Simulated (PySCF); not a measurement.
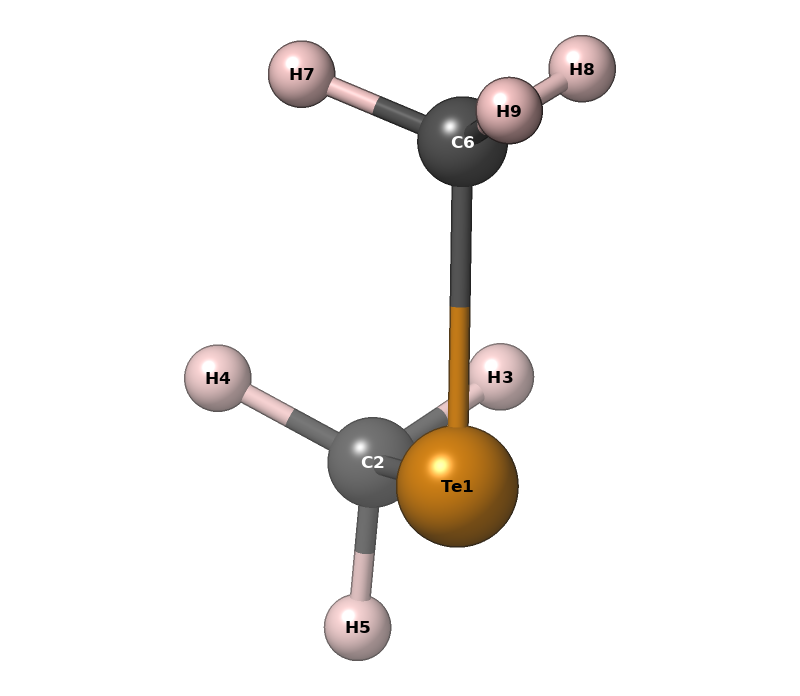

C2 lies behind Te1. The molecule seen a little off the Te1–C2 bond, Te1 in front. Distant atoms are faded towards the background colour. Computed geometry: PBE0-D3(BJ)/def2-SVP optimisation. No frequency run is at hand to confirm it as a minimum.

### What is the torsion angle C6–Te1–C2–H3? The sign is positive where the front bond must turn clockwise to cover the back bond.

62°, synclinal (gauche).
